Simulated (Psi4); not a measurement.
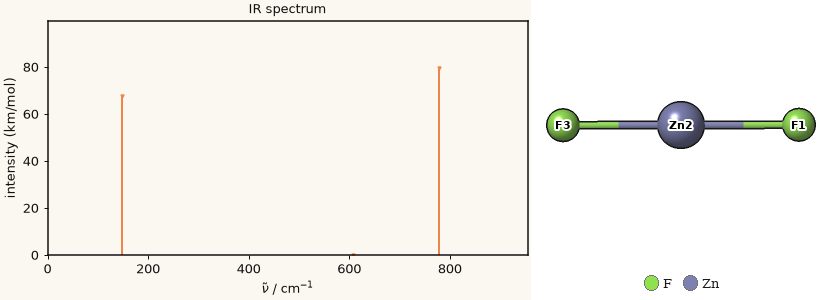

Infrared spectrum of ZnF₂, SMILES [F][Zn][F], singlet. Unscaled harmonic wavenumbers and double-harmonic intensities, B3LYP/cc-pVDZ (dispersion D4) in Psi4, at a geometry relaxed at this level, isolated molecule. Modes within 2 cm⁻¹ of each other count as one line, with their intensities summed.

List the modes.

Answer.
```csv
cm⁻¹,km/mol
148.4 (×2),67.6
607.8,0.0
777.9,79.8
```

Caveats: double-zeta basis.
